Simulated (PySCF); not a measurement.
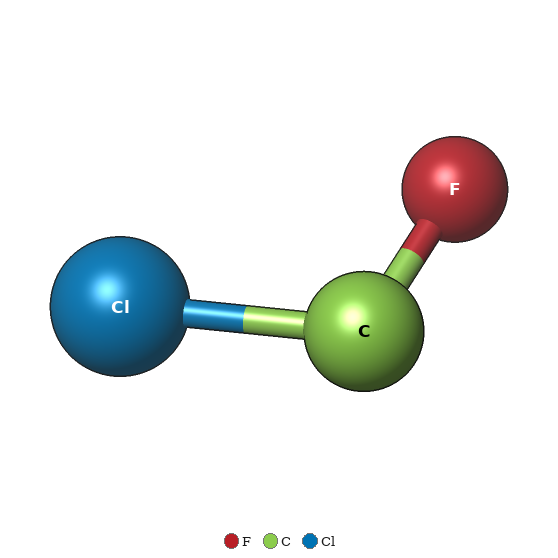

Rendered structure (ball-and-stick style).

> Which formula does it have?

CClF, 3 atoms: 1 carbon, 1 chlorine and 1 fluorine.

> Give a SMILES string for it.

F[C]Cl

More results for the same structure follow; atom numbers are the same in all pictures, views and colours differ. The computed structure is the end point of a PBE0-D3(BJ)/def2-TZVP optimisation. No frequency run is at hand to confirm it as a minimum.

**Shape**

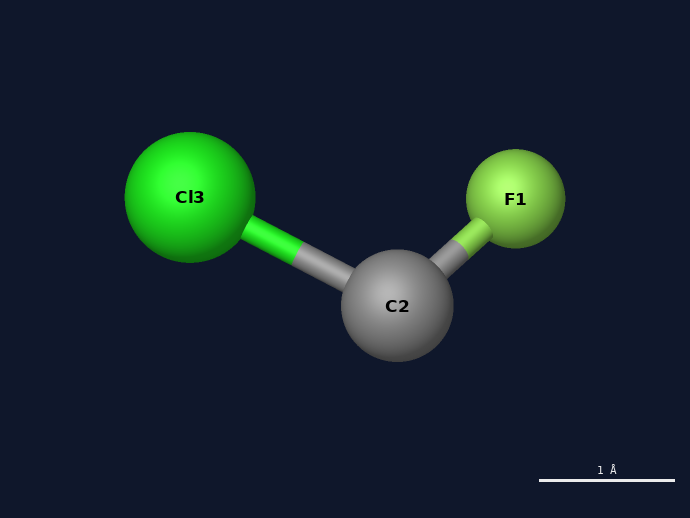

The atoms are numbered. No frequency run is at hand to confirm it as a minimum.

List the bonds and their lengths.

```
  bond  length (Å)   order
 F1–C2       1.291  single
C2–Cl3       1.738  single
```

**Polarisability**

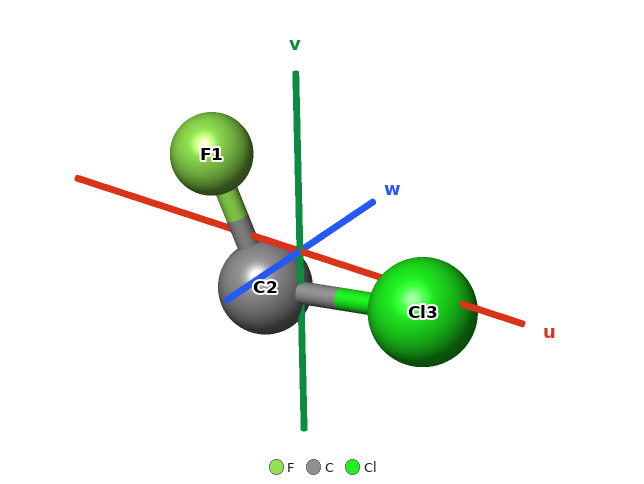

The lines u, v and w are the principal axes of the static dipole polarisability. No frequency run is at hand to confirm it as a minimum. Method: CAM-B3LYP/aug-cc-pVTZ (PySCF 2.14.0).

> Along which axis is the molecule most polarisable, and along which least?

Most along u (in the molecular plane, nearly parallel to the C2–Cl3 bond), least along w (normal to the molecular plane).

> Give the three principal values.

u 40.2, v 25.9, w 23.5 bohr³; mean 29.9, anisotropy 15.6 bohr³.

**Excitation**

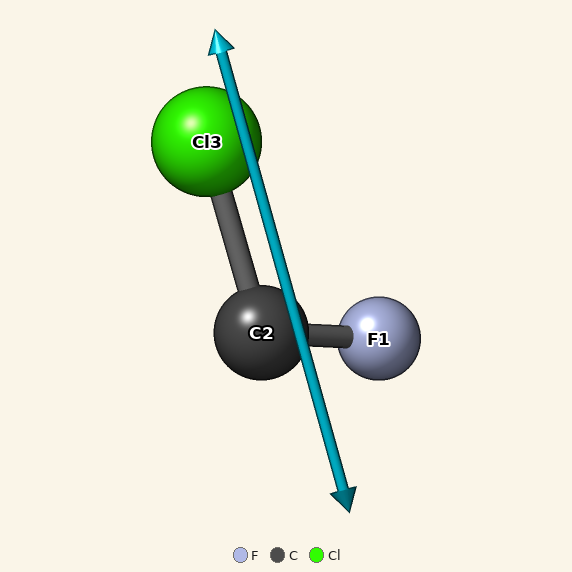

The double arrow shows the direction of the transition dipole to excited singlet state 4 (its length means nothing). No frequency run is at hand to confirm it as a minimum. Level of theory: TDDFT CAM-B3LYP/aug-cc-pVTZ, vertical, gas phase, core orbitals frozen in the response (PySCF 2.14.0).

> How is the transition polarised?

In the molecular plane, nearly parallel to the C2–Cl3 bond.

> Where does the transition lie, and how strong is it?

7.44 eV (167 nm), oscillator strength 0.23, mainly HOMO → LUMO+2 (weight 0.52); transition dipole 2.89 D.

**Quadrupole coupling**

No frequency run is at hand to confirm it as a minimum. Electric field gradients from the ground-state density, PBE0/pcSseg-2 (PySCF 2.14.0), non-relativistic apart from any core potentials.

Give the largest field-gradient component, the quadrupole coupling constant and the asymmetry for 35Cl at Cl3 (Q = −81.7 mb).

```tsv
atom	V_zz (a.u.)	e²qQ/h (MHz)	η
Cl3	2.531	−48.6	0.81
```
